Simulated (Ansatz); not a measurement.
Consider AsP (buckled honeycomb monolayer).

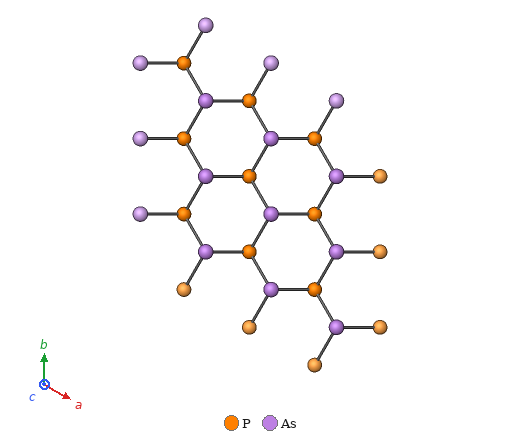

The structure (phosphorus orange, arsenic purple). 3×3×1 cells are drawn. Some periodic images of atoms are drawn too.

The cell holds 2 atoms: 1 P and 1 As. Cell: a = 3.401 Å, b = 3.401 Å, c = 25.800 Å, α = 90.0°, β = 90.0°, γ = 120.0°. Vacuum lies along c.

```xyz
2
Lattice="3.4012 0.0000 0.0000 -1.7006 2.9455 0.0000 0.0000 0.0000 25.8000" Properties=species:S:1:pos:R:3
P     0.0000    1.9637   12.2401
As    1.7006    0.9818   13.5599
```

The structure was relaxed with PBEsol. The runs that relaxed it are not among those shown.

Gaps computed with Ansatz 0.2.0 without a self-energy: PBEsol 1.68 eV, PBEsol+SOC 1.59 eV and PBE0 3.10 eV.

Question: Estimate the G0W0@PBEsol gap with 6×6×1 mesh, 501 empty bands, screening to 90 eV, PAW set soft_1 files.

About 2.71 eV: on its mesh the run moves the gap from 1.68 eV by +1.04 eV. Among the scalar-relativistic levels given, PBE0 is nearest (+0.39 eV). Spin-orbit coupling is not in that value; its −0.09 eV at the PBEsol level would bring it to about 2.62 eV. Bands and cutoff are finite, so the gap is not at the basis limit. The miss can reach some tenths of an eV and take either sign; the mesh is an error of its own. The mesh in the plane is coarse for a sheet; gap and any exciton binding can still move on denser ones. The many-body steps are scalar-relativistic: spin-orbit coupling is not in them.

[Paths, hosts, dates, memory and timing lines, banners, echoed tables and standing remarks are left out of the program output.]

[Logs are printed without paths, hosts, clocks, repeated set-up lines and the standing remarks that a program may print on its own settings, such as how far it seeks lower states.]

[Runs of the session that timed out or met a known fault of the program may be left out.]

[Cells called generated may have been cut or substituted from an entry of the Crystallography Open Database or the Materials Project.]

[Hosts, paths, dates, database ids (printed as entryN), source tags and the programs' standing remarks are cut or masked in the printed files.]
